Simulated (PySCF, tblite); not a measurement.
# C₆H₆FO radical: geometry, infrared bands and EPR parameters

What infrared bands and EPR parameters should C₆H₆FO radical (`O=[C][C@@H]1[C@H](F)C12CC2`) show?

The runs use tblite 0.8.0 and PySCF 2.14.0, with density-fitted response routines of our own; the level of theory stands in each step. All values are computed, except where a source is named. Atoms count from 0, in the outputs and in this text.

## Step 1: The starting structure

14 atoms, charge 0, multiplicity 2; geometry from: force field or distance geometry start.

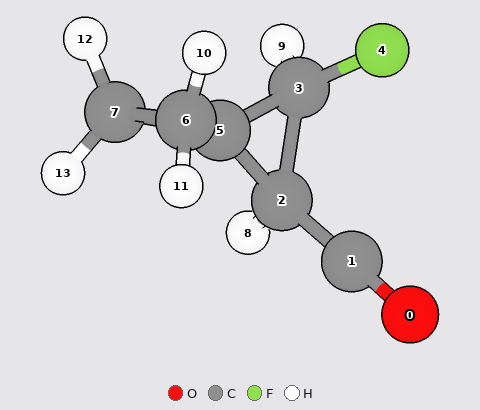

As it starts; oxygen red, carbon grey, fluorine green, hydrogen white, atoms numbered.

## Step 2: Relaxing the molecule with GFN2-xTB

What the job is given:

```
{"job": {"kind": "relax", "xc": "GFN2-xTB", "basis": "xTB"}, "charge": 0, "multiplicity": 2}
O      3.100900    -1.146500     0.056100
C      2.141000    -0.541400    -0.312800
C      1.006100     0.160000    -0.770800
C      0.469600     1.346600     0.043700
F      1.106300     1.638100     1.249000
C     -0.269400     0.084400    -0.038100
C     -0.905000    -0.827600     0.900200
C     -1.634300    -0.300500    -0.331500
H      0.936700     0.265900    -1.849400
H      0.108200     2.228000    -0.436000
H     -1.205600    -0.446600     1.870300
H     -0.602500    -1.872900     0.908800
H     -2.437500     0.418200    -0.166300
H     -1.815200    -1.006100    -1.145300
```

Command:

```sh
$ OMP_NUM_THREADS=1 python probes_run.py task.json out
```

This one command runs all jobs of the session in turn.

Log:

```text
step      E/eV     max force
  0    -667.68425    1.780
  1    -667.75950    1.136
  2    -667.76459    1.645
  3    -667.78303    0.312
  4    -667.78842    0.358
  5    -667.79590    0.363
  6    -667.80534    0.386
  7    -667.82388    0.673
  8    -667.69797    3.466
  9    -667.84795    0.836
 10    -667.86602    0.825
 11    -667.82050    3.081
 12    -667.92903    0.677
 13    -667.95761    0.575
 14    -667.99332    1.817
 15    -668.03186    0.384
 16    -668.04786    0.316
 17    -668.06857    0.266
 18    -668.07506    0.214
 19    -668.08388    0.223
 20    -668.08915    0.245
 21    -668.09589    0.248
 22    -668.10274    0.217
 23    -668.11034    0.203
 24    -668.11770    0.241
 25    -668.12539    0.265
 26    -668.13274    0.200
 27    -668.13861    0.172
 28    -668.14309    0.160
 29    -668.14676    0.146
 30    -668.15028    0.153
 31    -668.15342    0.375
 32    -668.15600    0.158
 33    -668.15849    0.136
 34    -668.16034    0.195
 35    -668.16118    0.130
 36    -668.16264    0.078
 37    -668.16362    0.122
 38    -668.16491    0.160
 39    -668.16642    0.154
 40    -668.16824    0.134
 41    -668.17010    0.135
 42    -668.17148    0.357
 43    -668.17327    0.177
 44    -668.17454    0.113
 45    -668.17611    0.111
 46    -668.17706    0.142
 47    -668.17829    0.154
 48    -668.17936    0.115
 49    -668.18057    0.100
 50    -668.18160    0.081
 51    -668.18205    0.239
 52    -668.18274    0.065
 53    -668.18312    0.052
 54    -668.18426    0.079
 55    -668.18485    0.078
 56    -668.18590    0.066
 57    -668.18628    0.044
 58    -668.18647    0.072
 59    -668.18662    0.063
 60    -668.18678    0.038
 61    -668.18698    0.036
 62    -668.18707    0.036
 63    -668.18722    0.053
 64    -668.18736    0.059
 65    -668.18751    0.048
 66    -668.18764    0.037
 67    -668.18777    0.023
 68    -668.18787    0.027
 69    -668.18795    0.031
 70    -668.18803    0.028
 71    -668.18814    0.028
 72    -668.18826    0.031
 73    -668.18835    0.021
 74    -668.18840    0.014
 75    -668.18843    0.016
 76    -668.18845    0.014
 77    -668.18848    0.013
 78    -668.18849    0.010
 79    -668.18850    0.008
```

Wall time 0.28 s (1 thread of AMD EPYC 9R45, shared host).

The steps of the relaxation: (not every step is listed) (the energy doesn't fall at every step)

| step | energy from step 0 (eV) | largest force (eV/Å) |
| --- | --- | --- |
| 0 | 0.0000 | 1.7797 |
| 1 | -0.0752 | 1.1362 |
| 2 | -0.0803 | 1.6451 |
| 3 | -0.0988 | 0.3120 |
| 4 | -0.1042 | 0.3577 |
| 5 | -0.1116 | 0.3632 |
| 6 | -0.1211 | 0.3861 |
| 7 | -0.1396 | 0.6732 |
| 8 | -0.0137 | 3.4661 |
| 14 | -0.3091 | 1.8174 |
| 20 | -0.4049 | 0.2451 |
| 26 | -0.4485 | 0.2002 |
| 32 | -0.4717 | 0.1579 |
| 38 | -0.4807 | 0.1598 |
| 44 | -0.4903 | 0.1133 |
| 50 | -0.4973 | 0.0809 |
| 56 | -0.5016 | 0.0655 |
| 62 | -0.5028 | 0.0356 |
| 68 | -0.5036 | 0.0267 |
| 74 | -0.5041 | 0.0144 |
| 75 | -0.5042 | 0.0155 |
| 76 | -0.5042 | 0.0138 |
| 77 | -0.5042 | 0.0134 |
| 78 | -0.5042 | 0.0104 |
| 79 | -0.5042 | 0.0081 |

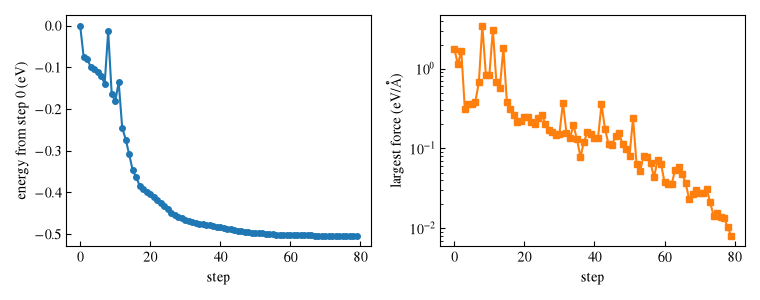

Energy and largest force along the relaxation.

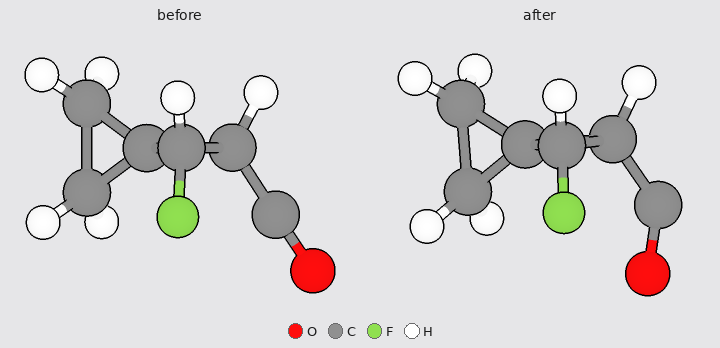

Before and after, at one scale.

Distances of close pairs at the start and the end, largest changes first:

| bond | before (Å) | after (Å) | change (Å) |
| --- | --- | --- | --- |
| C1–C2 | 1.411 | 1.451 | +0.040 |
| C3–F4 | 1.394 | 1.355 | -0.039 |
| C2–C5 | 1.473 | 1.508 | +0.035 |
| C5–C7 | 1.448 | 1.480 | +0.032 |
| C5–C6 | 1.455 | 1.478 | +0.024 |
| C3–H9 | 1.067 | 1.086 | +0.019 |
| C6–C7 | 1.525 | 1.510 | -0.015 |
| C7–H13 | 1.092 | 1.080 | -0.012 |

The end geometry stands in the next job.

## Step 3: Harmonic vibrations with GFN2-xTB

What the job is given:

```
{"job": {"kind": "ir", "xc": "GFN2-xTB", "basis": "xTB"}, "charge": 0, "multiplicity": 2}
O      2.554866    -1.033301     0.543130
C      2.144714    -0.631544    -0.501306
C      1.012076     0.189854    -0.884945
C      0.528263     1.344504     0.015405
F      1.230682     1.626666     1.139673
C     -0.248924     0.109144    -0.061429
C     -0.833615    -0.875462     0.873658
C     -1.649504    -0.322200    -0.270597
H      0.907586     0.358818    -1.950818
H      0.200517     2.264510    -0.458722
H     -1.057233    -0.549323     1.878485
H     -0.489736    -1.897241     0.813381
H     -2.435952     0.384737    -0.050372
H     -1.864418    -0.969636    -1.107711
```

Log:

```text
mode    cm-1     km/mol
  1      71.2      2.60
  2     127.1      0.40
  3     142.2      0.13
  4     172.4      3.74
  5     217.6      2.95
  6     330.6      3.53
  7     415.8      5.82
  8     489.9      8.36
  9     644.6      4.11
 10     694.2      7.28
 11     788.0      0.45
 12     838.9      9.92
 13     852.2      0.84
 14     941.0     18.63
 15     946.3     15.84
 16    1005.6     16.65
 17    1037.5     12.23
 18    1056.6     22.47
 19    1070.7      2.28
 20    1077.8     13.63
 21    1091.6     11.40
 22    1110.0     19.70
 23    1128.0      0.38
 24    1177.4     39.87
 25    1246.0     19.40
 26    1274.8     45.75
 27    1424.2      1.02
 28    1439.7      5.26
 29    1596.2     10.04
 30    1889.4    356.45
 31    3011.5     19.83
 32    3031.8     19.77
 33    3082.8     13.74
 34    3089.3      3.19
 35    3090.3     13.74
 36    3105.9     25.24
```

Wall time 0.25 s (1 thread of AMD EPYC 9R45, shared host).

The strongest bands and the atoms that carry them (share of the mass-weighted mode):

| cm⁻¹ | km/mol | atoms |
| --- | --- | --- |
| 1057 | 22.5 | C2 17 %, H8 17 %, H9 13 %, H13 13 % |
| 1110 | 19.7 | C5 25 %, C7 14 %, H13 13 %, H11 13 % |
| 1177 | 39.9 | H9 29 %, C3 22 %, C7 10 % |
| 1275 | 45.8 | H9 59 %, C3 28 % |
| 1889 | 356.4 | C1 60 %, O0 39 % |
| 3012 | 19.8 | H9 91 % |
| 3032 | 19.8 | H8 91 % |
| 3106 | 25.2 | H10 30 %, H11 29 %, H13 19 %, H12 12 % |

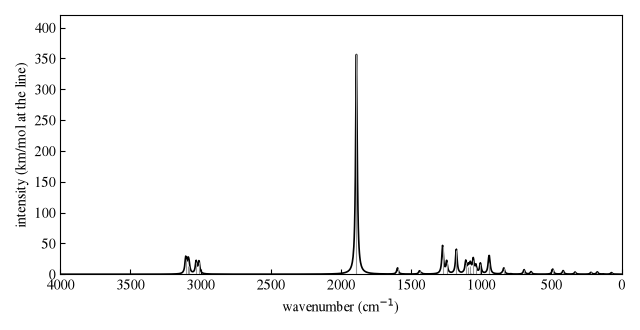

The infrared spectrum from these modes, unscaled. Lines are broadened to a width of 14 cm⁻¹ (Lorentzian).

## Step 4: EPR parameters: B3LYP/pcH-1

The job, as its differences from that of step 3:

```diff
@@ -1,2 +1,2 @@
-{"job": {"kind": "ir", "xc": "GFN2-xTB", "basis": "xTB"}, "charge": 0, "multiplicity": 2}
+{"job": {"kind": "epr", "basis": "pcH-1"}, "charge": 0, "multiplicity": 2}
 O      2.554866    -1.033301     0.543130
```

With the program's defaults for keys left out, this is: UKS B3LYP, pcH-1 on C F H O, non-relativistic, mean-field spin-orbit, GIAO.

Log:

```text
UKS, coarse grid
  cycle   1  E = -407.05114859  |g| = 6.27e-01
  cycle   2  E = -406.40040374  |g| = 1.44e+00
  cycle   3  E = -407.18354171  |g| = 1.90e-01
  cycle   4  E = -407.19659474  |g| = 7.50e-02
  cycle   5  E = -407.19838189  |g| = 1.85e-02
  cycle   6  E = -407.19851382  |g| = 6.39e-03
  cycle   7  E = -407.19852978  |g| = 1.87e-03
  cycle   8  E = -407.19853130  |g| = 7.04e-04
UKS, final grid
  cycle   1  E = -407.19850084  |g| = 9.96e-04
  cycle   2  E = -407.19850014  |g| = 1.69e-03
  cycle   3  E = -407.19850124  |g| = 2.89e-04
  cycle   4  E = -407.19850127  |g| = 4.97e-05
  cycle   5  E = -407.19850127  |g| = 2.87e-05
E = -407.19850127 Eh   <S^2> = 0.7527 (exact 0.7500)
g shifts (ppm)      1          2          3
  rmc          -231       -231       -231
  gc             42         18        -98
  oz_so       -8191        -42       2611
  total       -8380       -254       2283
hyperfine (MHz)  atom isotope    a_iso     a_fc   dipolar eigenvalues
    0   17O     -41.46     -41.46   -112.70     52.94     59.76
    1   13C     353.93     353.93    -51.21    -49.24    100.44
    2   13C     176.76     176.76    -11.36     -9.49     20.84
    3   13C       4.27       4.27     -3.61     -2.56      6.17
    4   19F       6.17       6.17    -10.46     -5.48     15.94
    5   13C       5.99       5.99     -2.51     -2.05      4.56
    6   13C       0.24       0.24     -0.77     -0.49      1.27
    7   13C      -0.20      -0.20     -0.65     -0.51      1.16
    8    1H      13.00      13.00     -7.89     -6.13     14.02
    9    1H      -0.58      -0.58     -2.76     -1.05      3.81
   10    1H      -0.16      -0.16     -1.19     -0.99      2.19
   11    1H       3.68       3.68     -2.00     -1.49      3.49
   12    1H       2.87       2.87     -0.99     -0.48      1.47
   13    1H       0.59       0.59     -1.14     -0.82      1.97
```

It took 33 s on 1 thread of AMD EPYC 9R45, shared host; peak memory 0.96 GiB.

Principal g values 1.99394, 2.00207, 2.00460; g(iso) = 2.00020, against 2.00232 for a free electron.

Hyperfine couplings, nucleus by nucleus at this fixed geometry (no averaging over rotations):

| nuclei | isotope | a(iso) (MHz) | a(iso) (G, at g = 2.0023) | largest dipolar term (MHz) |
| --- | --- | --- | --- | --- |
| C1 | 13C | 353.9 | 126.3 | 100.4 |
| C2 | 13C | 176.8 | 63.1 | 20.8 |
| O0 | 17O | -41.5 | -14.8 | -112.7 |
| H8 | 1H | 13.0 | 4.6 | 14.0 |
| F4 | 19F | 6.2 | 2.2 | 15.9 |
| C5 | 13C | 6.0 | 2.1 | 4.6 |
| C3 | 13C | 4.3 | 1.5 | 6.2 |
| H11 | 1H | 3.7 | 1.3 | 3.5 |
| H12 | 1H | 2.9 | 1.0 | 1.5 |
| H13 | 1H | 0.6 | 0.2 | 2.0 |
| H9 | 1H | -0.6 | -0.2 | 3.8 |
| C6 | 13C | 0.2 | 0.1 | 1.3 |
| C7 | 13C | -0.2 | -0.1 | 1.2 |
| H10 | 1H | -0.2 | -0.1 | 2.2 |

Mulliken spin populations:

O0 0.26; C1 0.66; C2 0.04; C3 0.02; F4 0.00; C5 0.01; C6 0.00; C7 0.00; H8 0.00; H9 0.00; H10 0.00; H11 0.00; H12 0.00; H13 0.00

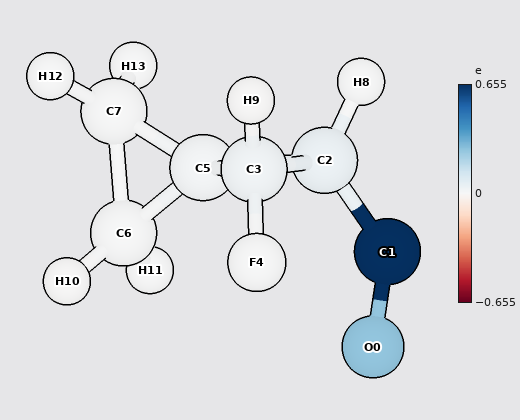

Mulliken spin populations, as colours on the atoms.

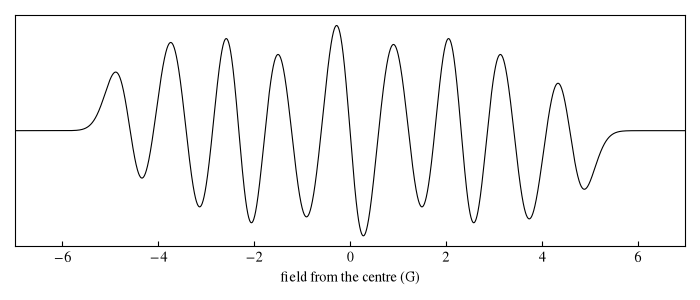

First-order isotropic spectrum (first derivative, main isotopes with spin only, couplings over 0.8 MHz, Gaussian width 0.3 G; couplings of the frozen geometry, rotation of groups not averaged beyond the rows shown).

The fields below are evaluated on a grid from the run's orbitals.

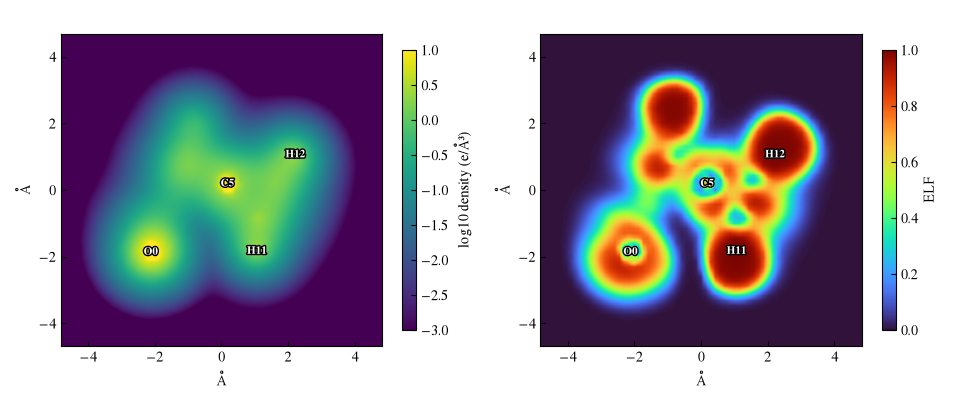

Density (left) and ELF (right) in a plane through or near 4 of the atoms.

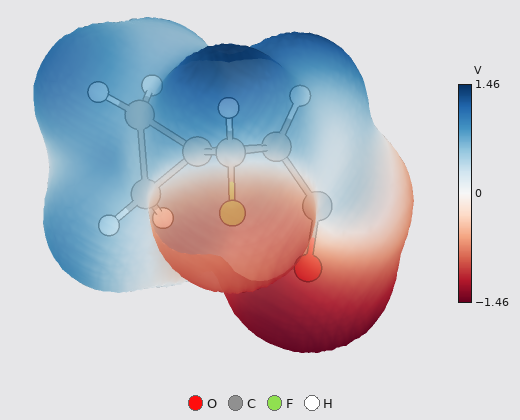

Electrostatic potential on the surface of density 0.002 e/bohr³; red is low, blue high. It runs from -1.46 V near O0 to 1.34 V near H9.

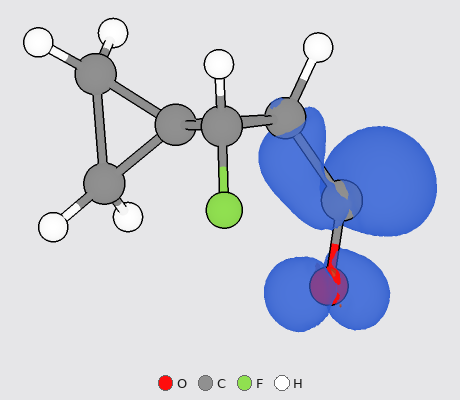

Spin density at ±0.05 e/Å³ (alpha excess blue, beta excess red).

## Step 5: Outcome

| quantity | value |
| --- | --- |
| strongest single infrared mode (GFN2-xTB) | 1889 cm⁻¹, 356 km/mol |
| zero-point energy (GFN2-xTB) | 63.9 kcal/mol |
| g(iso) (B3LYP) | 2.00020 |
| ⟨S²⟩ | 0.753 (exact 0.75) |
| largest a(iso) | 13C on C1, 353.9 MHz |
| potential on the surface of density 0.002 e/bohr³, 1st and 99th percentile | -1.46 V and 1.34 V |

**Reading.** The optimisation took 79 steps and gained 0.504 eV; among the close pairs (by a distance rule), C1–C2 changed most, from 1.411 to 1.451 Å. All 36 modes are real, so the xTB geometry is a minimum. The strongest single mode, at 1889 cm⁻¹, moves mainly C1 and O0. Unscaled tight-binding wavenumbers are off by several per cent, some by more. Its intensities can rank the bands wrongly. C1 carries the largest spin population, 0.66 e. The isotropic g lies 2.1 ppt below the free-electron value. These values are for one conformer; the search (at its own cheap level) found 2 more, at 0.00, 2.93 kcal/mol (those within 0.05 may be mirror or relabelled copies), and measured spectra average over such forms.
